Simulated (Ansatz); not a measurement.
AlBH4S

Input

```
crystal:
  periodic: [false, false, false]
  atoms:
    - { symbol: B, position_ang: [-1.3825, 0.2425, -0.4571] }
    - { symbol: S, position_ang: [0.1818, 0.6664, -1.3536] }
    - { symbol: Al, position_ang: [1.3778, -0.2304, 0.3147] }
    - { symbol: H, position_ang: [-1.9018, -0.7333, -0.6577] }
    - { symbol: H, position_ang: [-1.8998, 1.0727, 0.2519] }
    - { symbol: H, position_ang: [1.7792, -1.7696, 0.3009] }
    - { symbol: H, position_ang: [1.9065, 0.6837, 1.5554] }
basis:
  gaussian: { orbitals: "6-31G*" }
hamiltonian:
  xc: pbe0
relax:
  f_tol: 0.02
  max_steps: 50
output:
  orbitals: {}
```

Launched as:

```sh
ansatz run input.yaml --threads 1 --pin off --max-ram 2048MiB --backend cpu --events-out ev --progress --plain --runs-dir out
```

The fields are those of the relaxed geometry.

Level of theory: RKS PBE0/6-31G* in Ansatz.

Predict the electron density and electron localisation function between the atoms.

B–S (1.80 Å): ρ is about 1.2 e/Å³ halfway; the ELF peaks at about 0.95 between the atoms (localised, covalent bonding).
Al–S (2.21 Å): ρ is about 0.66 e/Å³ halfway; the ELF peaks at about 0.90 in the valence shell of S, 1.0 Å from its nucleus, and is about 0.90 at the midpoint.
B–H (1.20 Å): ρ at the midpoint is about 1.2 e/Å³; the ELF climbs to about 1 towards the hydrogen, as it does in any bond to H: a covalent bond by its length.
Al–H (1.59 Å): ρ is about 0.53 e/Å³ halfway; the ELF climbs to about 1 towards the hydrogen.

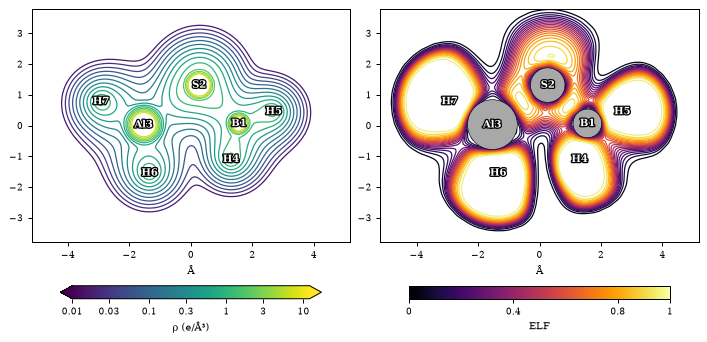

Computed electron density and electron localisation function on the molecular plane, in this order. Grey discs cover the atomic cores in the ELF map. 
